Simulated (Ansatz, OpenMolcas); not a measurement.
**Errors in the dipole moment**

6 molecules with halogens; the dipole moment in D, computed less measured. Shapes, held fixed at every level: PBE0-D4/def2-TZVP. No vibrational averaging. Dipoles are compared by magnitude; molecules under 1 D, whose direction can flip, are left out. Programs: Ansatz 0.2.0, OpenMolcas 26.06. A level may come from different programs for different species; with the same settings they agree closely. Measured values: NIST CCCBDB.

Levels: A = PBE/aug-cc-pVDZ; B = r2SCAN-D4/def2-TZVPP; C = B3LYP/6-31G* (spherical functions); D = B3LYP-D4/def2-TZVPP.

```json
{"molecule": "CH2Cl2 (dichloromethane)", "measured": "1.60", "A": "+0.01", "B": "+0.06", "C": "+0.21", "D": "+0.03"}
{"molecule": "CH2ClF (chlorofluoromethane)", "measured": "1.82", "A": "-0.09", "B": "-0.05", "C": "+0.03", "D": "-0.04"}
{"molecule": "CH2F2 (difluoromethane)", "measured": "1.97", "A": "-0.19", "B": "-0.17", "C": "-0.28", "D": "-0.10"}
{"molecule": "CHBrF2 (bromodifluoromethane)", "measured": "1.50", "A": "-0.19", "B": "-0.14", "C": "-0.11", "D": "-0.13"}
{"molecule": "SiH3Cl (chlorosilane)", "measured": "1.31", "A": "-0.01", "B": "-0.09", "C": "+0.37", "D": "-0.06"}
{"molecule": "C2H3Br (SMILES C=CBr)", "measured": "1.42", "A": "-0.05", "B": "+0.03", "C": "+0.12", "D": "0.00"}
```

Q: Which level does best on this set, which worst, and which err to one side?

A: 
```tsv
level	kind	mean error	mean absolute error	worst case
PBE/aug-cc-pVDZ	GGA	-0.087	0.090	CH2F2
r2SCAN-D4/def2-TZVPP	meta-GGA	-0.060	0.090	CH2F2
B3LYP/6-31G* (spherical functions)	global hybrid	+0.057	0.187	SiH3Cl
B3LYP-D4/def2-TZVPP	global hybrid	-0.050	0.060	CHBrF2
```

On this set B3LYP-D4/def2-TZVPP has the smallest mean absolute error and B3LYP/6-31G* (spherical functions) the largest. PBE/aug-cc-pVDZ is too low in 5 of 6; r2SCAN-D4/def2-TZVPP is too low in 4 of 6; B3LYP/6-31G* (spherical functions) is too high in 4 of 6; B3LYP-D4/def2-TZVPP is too low in 4 of 6. The levels differ in basis as well as in method. The smallest two are near a tie. Relativity is left out for Br. The set is small.

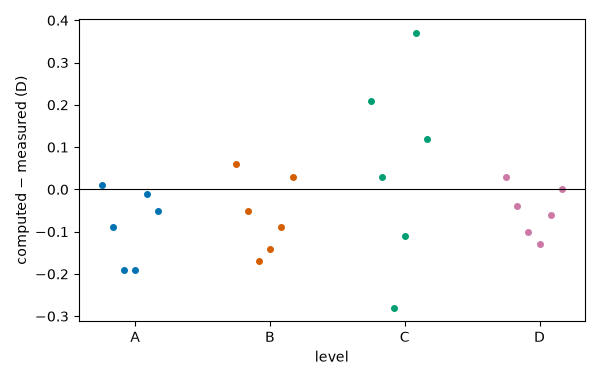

Errors of each level, one point a molecule.
